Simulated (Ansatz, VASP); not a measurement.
# As (Arsenic): VASP beside Ansatz

One calculation is typed for both programs; each brings its own data sets and cutoff. How far apart do they land?

Calculated with Ansatz 0.2.0; plane waves, with VASP 6.6.1 beside it; single point at PBEsol.

## 1. The starting structure

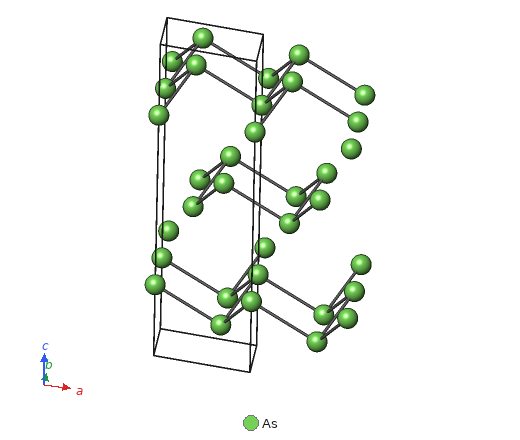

The cell as given, slightly off an axis (arsenic green). 2×2×1 cells are drawn. This picture shows the conventional cell, with its axes. Bonds to atoms that aren't drawn are left out. Some periodic images of atoms are drawn too.

As a file:

```cif
data_structure
_symmetry_space_group_name_H-M 'P 1'
_symmetry_Int_Tables_number 1
_cell_length_a 4.1018
_cell_length_b 4.1018
_cell_length_c 4.1018
_cell_angle_alpha 54.554
_cell_angle_beta 54.554
_cell_angle_gamma 54.554
_cell_volume 42.61
loop_
_atom_site_label
_atom_site_type_symbol
_atom_site_fract_x
_atom_site_fract_y
_atom_site_fract_z
_atom_site_occupancy
As1 As 0.77236 0.77236 0.77236 1
As2 As 0.22764 0.22764 0.22764 1
```

## 2. VASP: single point, PBEsol

With cell and atoms fixed, the geometry can't cause a difference; cores, projectors, grids and the points listed under the comparison can.

Lines of VASP's logs that name or quote its potential files are left out, and so is its time.

INCAR reads:

```
SYSTEM = As
PREC = Accurate
ENCUT = 400
EDIFF = 1E-05
NELM = 100
ISMEAR = 0
SIGMA = 0.05
LREAL = .FALSE.
ALGO = Normal
GGA = PS
NBANDS = 11
LORBIT = 11
LWAVE = .FALSE.
LCHARG = .FALSE.
KPAR = 4
```

POSCAR reads:

```
As
1.0
    1.8798500000      1.0853319035      3.4804000000
   -1.8798500000      1.0853319035      3.4804000000
    0.0000000000     -2.1706638071      3.4804000000
As
2
Direct
    0.7723600000      0.7723600000      0.7723600000
    0.2276400000      0.2276400000      0.2276400000
```

KPOINTS reads:

```
Automatic mesh
0
Gamma
8 8 8
0 0 0
```

PAW data sets: As (PBE family, release 64).

Command:

```
$ mpirun -np 4 vasp_std
```

Numbers of over 12 decimals in the logs are rounded to 6 here.

What it wrote:

```text
[banner, memory and clock lines left out]
running    4 mpi-ranks, on    1 nodes
 distrk:  each k-point on    1 cores,    4 groups
 distr:  one band on    1 cores,    1 groups

 POSCAR found type information on POSCAR As
 POSCAR found :  1 types and       2 ions
|                                                                             |
|               ----> ADVICE to this user running VASP <----                  |
|                                                                             |
|     You enforced a specific xc type in the INCAR file but a different       |
|     [... a line on the potential file left out ...]
|     I HOPE YOU KNOW WHAT YOU ARE DOING!                                     |
|                                                                             |

 LDA part: xc-table for (Slater+PW92), standard interpolation
 POSCAR, INCAR and KPOINTS ok, starting setup
 FFT: planning ... GRIDC
 FFT: planning ... GRID_SOFT
 FFT: planning ... GRID
 WAVECAR not read
 entering main loop
       N       E                     dE             d eps       ncg     rms          rms(c)
DAV:   1     0.227161126816E+02    0.22716E+02   -0.35735E+03  1438   0.607E+02
DAV:   2    -0.898811608222E+01   -0.31704E+02   -0.30657E+02  2050   0.105E+02
DAV:   3    -0.102450962182E+02   -0.12570E+01   -0.12527E+01  1734   0.217E+01
DAV:   4    -0.102510716639E+02   -0.59754E-02   -0.59749E-02  1637   0.173E+00
DAV:   5    -0.102510869768E+02   -0.15313E-04   -0.15312E-04  1699   0.924E-02    0.341E+00
DAV:   6    -0.102284578707E+02    0.22629E-01   -0.66115E-03  1571   0.461E-01    0.203E+00
DAV:   7    -0.102166912227E+02    0.11767E-01   -0.13190E-02  1592   0.673E-01    0.698E-02
DAV:   8    -0.102166912241E+02   -0.14178E-08   -0.41681E-04  1589   0.124E-01    0.230E-02
DAV:   9    -0.102167038562E+02   -0.12632E-04   -0.32594E-05  1673   0.364E-02    0.127E-02
DAV:  10    -0.102167042123E+02   -0.35611E-06   -0.15382E-06   820   0.797E-03
   1 F= -.10216704E+02 E0= -.10216431E+02  d E =-.545684E-03
```

OUTCAR, selected parts (step 2):

```text
ion  position               nearest neighbor table
   1  0.772  0.772  0.772-   2 2.52   2 2.52   2 2.52
   2  0.228  0.228  0.228-   1 2.52   1 2.52   1 2.52

  LATTYP: Found a trigonal (rhomboedric) cell.
 ALAT       =     4.1018246578
 COS(alpha) =     0.5799294783

 Subroutine GETGRP returns: Found 12 space group operations
 (whereof 12 operations were pure point group operations)

The static configuration has the point symmetry D_3d.

 Found     65 irreducible k-points:

   k-points           NKPTS =     65   k-points in BZ     NKDIM =     65   number of bands    NBANDS=     11

   dimension x,y,z NGX =    28 NGY =   28 NGZ =   28
   dimension x,y,z NGXF=    56 NGYF=   56 NGZF=   56

   ENCUT  =  400.0 eV  29.40 Ry    5.42 a.u.   6.69  6.69  6.69*2*pi/ulx,y,z

   NELECT =      10.0000    total number of electrons

 k-points in reciprocal lattice and weights: Automatic mesh
   0.00000000  0.00000000  0.00000000       0.002
   0.12500000  0.00000000  0.00000000       0.012
   0.25000000  0.00000000  0.00000000       0.012
   0.37500000  0.00000000  0.00000000       0.012
   0.50000000  0.00000000  0.00000000       0.006
   0.12500000  0.12500000  0.00000000       0.012
   0.25000000  0.12500000  0.00000000       0.023
   0.37500000  0.12500000  0.00000000       0.023
   0.50000000  0.12500000 -0.00000000       0.023
[...]
-0.37500000  0.50000000  0.37500000       0.012
   0.50000000  0.50000000  0.50000000       0.002

 average (electrostatic) potential at core
       1 -49.6876       2 -49.6876

 E-fermi :   5.6058

 k-point     1 :       0.0000    0.0000    0.0000
  band No.  band energies     occupation
      1      -9.6626      2.00000
      2      -0.2977      2.00000
      3       2.9046      2.00000
      4       3.4392      2.00000
      5       3.4392      2.00000
      6       7.1931      0.00000
      7       8.4055      0.00000
      8       8.4055      0.00000
      9      12.1656      0.00000
     10      12.1656      0.00000
    ...

 k-point     2 :       0.1250    0.0000    0.0000
  band No.  band energies     occupation
      1      -9.4516      2.00000
      2      -1.0333      2.00000
      3       2.9206      2.00000
      4       3.2965      2.00000
      5       3.4580      2.00000
      6       7.4216      0.00000
      7       8.0228      0.00000
      8       8.1863      0.00000
      9      11.1692      0.00000
     10      11.8802      0.00000
    ...

 k-point     3 :       0.2500    0.0000    0.0000
  band No.  band energies     occupation
      1      -8.8268      2.00000
      2      -2.6699      2.00000
      3       2.7000      2.00000
      4       3.0044      2.00000
      5       3.9470      2.00000
      6       6.6803      0.00000
      7       7.2949      0.00000
      8       7.5276      0.00000
      9      11.4794      0.00000
     10      12.0797      0.00000
    ...

  Total        0.2411570      0.2411570     -0.0807998     -0.0000000      0.0000000      0.0000000
  in kB        9.0686847      9.0686847     -3.0384668     -0.0000000      0.0000000      0.0000000
  external PRESSURE =       5.0329675 kB  Pullay stress =       0.0000000 kB

  energy-cutoff  :      400.00
  volume of cell :       42.61
      direct lattice vectors                 reciprocal lattice vectors
     1.879850000  1.085331903  3.480400000     0.265978669  0.153562856  0.095774432
    -1.879850000  1.085331903  3.480400000    -0.265978669  0.153562856  0.095774432
     0.000000000 -2.170663807  3.480400000     0.000000000 -0.307125712  0.095774432

 POSITION                                       TOTAL-FORCE (eV/Angst)
 -----------------------------------------------------------------------------------
      0.00000     -0.00000      8.06437         0.000000      0.000000     -0.219980
      0.00000     -0.00000      2.37683         0.000000     -0.000000      0.219980
 -----------------------------------------------------------------------------------
    total drift:                                0.000000     -0.000000      0.000000

  FREE ENERGIE OF THE ION-ELECTRON SYSTEM (eV)
  ---------------------------------------------------
  free  energy   TOTEN  =       -10.2167042123 eV

  energy  without entropy=      -10.2161585288  energy(sigma->0) =      -10.21643137

 total charge
# of ion       s       p       d       tot
------------------------------------------
    1        1.304   1.353   0.050   2.707
    2        1.304   1.353   0.050   2.707
--------------------------------------------------
tot          2.608   2.705   0.100   5.413

[... 3 further parts left out ...]
```

The run ends at a pressure of 0.50 GPa, with forces up to 0.22 eV/Å.

## 3. Ansatz: single point, PBEsol

Ansatz runs on its default PAW (the set named soft_2) files.

The same cell, functional, mesh and smearing now go to Ansatz, which takes its cutoff from its data sets.

input.yaml reads:

```yaml
crystal:
  lattice:
    - [1.87985, 1.0853319035, 3.4804]
    - [-1.87985, 1.0853319035, 3.4804]
    - [0.0, -2.1706638071, 3.4804]
  atoms:
    - { symbol: As, position: [0.77236, 0.77236, 0.77236] }
    - { symbol: As, position: [0.22764, 0.22764, 0.22764] }
hamiltonian:
  xc: pbesol
  pseudopotentials: { kind: paw }
kpoints:
  mp_grid: { grid: [8, 8, 8] }
scf:
  occupations: { method: gaussian, width: 0.05 }
  n_extra_bands: 4
output:
  forces: true
  stress: true
  eigenvalues: true
  write_density: true
  write_potential: true
  elf: true
  volumetric_format: npy
```

Command:

```
$ ansatz run input.yaml --threads 2 --pin off --max-ram 4608MiB --backend cpu --events-out ev --progress --plain --runs-dir out
```

What it wrote:

```text
scf.n_extra_bands = 4 over 15 filled bands (N_el = 30.0): the run solves 19 bands
Engine: ansatz 0.2.0, aarch64-unknown-linux-gnu
Pseudopotentials: kind: paw
Pseudopotential: As, paw, valence charge 15, recommended cutoff 420 eV (normal), As.paw.azcp
Functional definition: PBEsol
  exchange = pbesol_x
  correlation = pbesol_c
Crystal: 2 atoms, lattice volume = 42.606 Å³
Basis set: ecut = 420 eV, 845 PW (Γ), exchange–correlation on 60×60×60 points (8 copies of the dense FFT grid, shifted against one another)
Bands: 19, of which v1, the nominal top of the filled ones, is band 15 counted from 1 (14 counted from 0)
Symmetry: 12 space group operations
Space group: R-3m (ITA 166), of the structure as read, at distance tolerance 3.5e-5 Å
k-points: 65 of 512
Non-local potential: As, projectors of the file, l = 0: 2, l = 1: 2, l = 2: 3, l = 3: 1
PAW form: soft (Blöchl's): semilocal exchange-correlation on the pseudo side does not see the compensation charge
PAW frozen core: As, regenerated for the run's functional, and the local potential with it (the file was generated under x = pbe(κ = 0.804, μ = 0.219515), c = pbe(β = 0.066725))
PAW one-centre angular grid: As, 590 points (default); XC on 64 Gauss nodes
Initial density: superposition of atomic densities (neutral atoms: chi_scale 0, normalization atom), corrected by the library's trained network
Initial wavefunctions: pseudopotential atomic-orbital guess
Functional: x = pbesol(κ = 0.804, μ = 0.123457), c = pbesol(β = 0.046)
SCF iter   1: F=—  HF=-9626.051148 eV  |F-HF|=—  |Δ(HF+E_count)|=         —  Δρ=1.90e-3  dr2=1.28e-3  ethr=1.77e-3  ⟨swp⟩=5.8  Hψ=5806  notcnv=0
preconditioner: auto → none  [insulator: Δε(μ)=0.136 eV  Ē_g=10.250 eV  σ=0.050 eV  W_gap=0.77  n_scr=14 (ndim 8)  ℏωp=18.0 eV  f_vac=0.006  D(μ)=0.45/eV (n_scr^D=0)  ε∞_Penn≈4.1]
SCF iter   2: F=—  HF=-9626.050452 eV  |F-HF|=—  |Δ(HF+E_count)|=   6.96e-4  Δρ=9.43e-4  dr2=1.97e-4  ethr=4.27e-6  ⟨swp⟩=2.2  Hψ=2652  notcnv=0
SCF iter   3: F=—  HF=-9626.050543 eV  |F-HF|=—  |Δ(HF+E_count)|=   9.08e-5  Δρ=2.80e-4  dr2=1.61e-5  ethr=6.57e-7  ⟨swp⟩=3.0  Hψ=2193  notcnv=0
SCF iter   4: F=—  HF=-9626.050555 eV  |F-HF|=—  |Δ(HF+E_count)|=   1.23e-5  Δρ=5.79e-5  dr2=1.01e-6  ethr=5.36e-8  ⟨swp⟩=3.0  Hψ=2219  notcnv=0
iter 5 did not close the SCF: its close was put off for the readings that it lacked (scf_convergence_deferred on its scf_iter line)
SCF iter   5: F=-9626.050555 eV  HF=-9626.050555 eV  |F-HF|=2.47e-8  |Δ(HF+E_count)|=   1.60e-7  Δρ=1.02e-5  dr2=2.46e-8  ethr=3.37e-9  ⟨swp⟩=2.0  Hψ=2212  notcnv=0
SCF iter   6: F=-9626.050555 eV  HF=-9626.050555 eV  |F-HF|=1.46e-11  |Δ(HF+E_count)|=   2.76e-8  Δρ=7.57e-7  dr2=1.28e-10  ethr=8.19e-11  ⟨swp⟩=4.6  Hψ=6075  notcnv=0
SCF 1 converged in 6 iterations: F = -9626.050555 eV  dr2 = 1.28e-10
  greatest PAW one-centre occupation: 0.999 electrons in one spin orbital (limit 2), on the As atom at site 1 (counted from 0), in its partial waves of l = 2
SCF converged after 6 iterations
Free energy (F): -9626.050555 eV
Harris-Foulkes:  -9626.050555 eV  (|F-HF|=1.46e-11)
Internal energy: -9626.049997 eV  (E = F + TS)
E sigma→0 (E₀):  -9626.050276 eV
Entropy (-TS):   -0.000558 eV (-0.279 meV/atom)
Fermi energy:    10.948354 eV
--- Per-component energies (eV) ---
  E_band       = -466.432784
  E_kinetic    = 205.312899
  E_local      = -3317.009074  (includes V_loc(G=0)·N_el)
  E_nonlocal   = -1336.797294
  E_hartree    = 1838.319566
  E_xc         = -157.552189
  E_vxc        = -158.607733  (∫ρ·V_xc dr)
  E_paw        = -3584.811845  (= ΣΔE_a)
  E_vpaw       = 464.029568  (= ΣTr[D̂ρ^β])
  E_aug_tail   = 0.000015  (compensation charges beyond the density's cutoff)
  E_ewald      = -3275.444930
  E_core_change = 1.932857  (= ΣΔE_core)
  E_smearing   = -0.000558  (= −TS)
  E_closure    = 0.000000  (closes the sum)
  Σ components = -9626.050555   (vs F -9626.050555, Δ=0.00e0)
--- Forces (eV/Å), atoms counted from 1 ---
  atom   1  As    -0.00000000     0.00000000    -0.15289573
  atom   2  As     0.00000000    -0.00000000     0.15289573
  max |Σ_I F_I| component: 4.63e-18 eV/Å
--- Stress (GPa, compression-positive) ---
        0.428232       0.000000      -0.000000
        0.000000       0.428232       0.000000
       -0.000000       0.000000      -0.547983
  P = ⅓ Tr σ = 0.1028 GPa (1.028 kbar)
--- Band table (eV; the first three rows and the last of 65) ---
  k-point 0: bands = [... 11 lower, 5.0125, 8.2432, 8.7832, 8.7832, 12.5545, 13.7486, 13.7486, 17.5430]
  k-point 1: bands = [... 11 lower, 4.2851, 8.2617, 8.6416, 8.7952, 12.7756, 13.3633, 13.5256, 16.5400]
  k-point 2: bands = [... 11 lower, 2.6600, 8.0405, 8.3517, 9.2797, 12.0202, 12.6378, 12.8638, 16.8447]
  k-point 64: bands = [... 11 lower, 0.6243, 9.0693, 9.0693, 10.1775, 11.4516, 11.4516, 12.5546, 18.8270]
```

It took 3.4 s on 2 threads of Arm Neoverse N1, shared host; peak memory 0.32 GiB.

The run ends at a pressure of 0.10 GPa, with forces up to 0.15 eV/Å.

## 4. Side by side

Known differences besides the PAW data sets themselves: the data sets hold 30 valence electrons in Ansatz (default PAW (the set named soft_2) files) and 10 in VASP; the cutoff is 420 eV in Ansatz and 400 eV in VASP; Ansatz makes its cores anew for this functional, VASP keeps those of its PBE data sets; VASP leaves aspherical gradient terms in its spheres out (LASPH is not set), Ansatz keeps them. Total energies have different zeros and are not compared.

Compared:

| quantity | Ansatz | VASP | difference |
| --- | --- | --- | --- |
| pressure (GPa) | 0.10 | 0.50 | -0.40 |

Forces (eV/Å; atoms numbered as in POSCAR):

```
atom        Ansatz x, y, z          VASP x, y, z
 As1  0.000, 0.000, -0.153  0.000, 0.000, -0.220
 As2   0.000, 0.000, 0.153   0.000, 0.000, 0.220
```

The forces differ by 39 meV/Å r.m.s., which is 30.5 % of the r.m.s. force of 0.13 eV/Å (both taken over all components).

## 5. Looking for the cause

The difference is large enough to ask for its cause, so further runs change the set-up of one program at a time, as the table lists.

```
                                                           run  r.m.s. force difference (meV/Å)
                                                      as above                               39
cores kept as stored, as VASP does, whose cores stay as stored                               37
                             Ansatz's all-electron LAPW method                               39
                       Ansatz's larger PAW set (cutoff 580 eV)                               39
                   norm-conserving potentials (cutoff 1143 eV)                               34
```

## 6. What came out

```yaml
r_m_s_force_difference_single_point_pbesol: 39 meV/Å
```

**Reading.** The r.m.s. force difference is 39 meV/Å (single point, PBEsol), beyond the 12 meV/Å picked in this series as the mark of a large difference. For single point, PBEsol: no further run halves the r.m.s. force difference; only Ansatz's side was varied, and Ansatz's runs with other potentials lie closer to each other than to VASP, which for this quantity points to VASP's side; this was not tested here. The all-electron run, which needs no data set, lies 39 meV/Å from VASP, against 39 for Ansatz's PAW result. Differences of this kind measure data sets and numerical settings, not the functional's error against experiment.

[Lines on the potential files, build, host, timing and source positions are cut from VASP's logs without a mark.]

[Logs are printed without paths, hosts, clocks, repeated set-up lines and the standing remarks that a program may print on its own settings, such as how far it seeks lower states.]

[Hosts, paths, dates, database ids (printed as entryN), source tags and the programs' standing remarks are cut or masked in the printed files.]
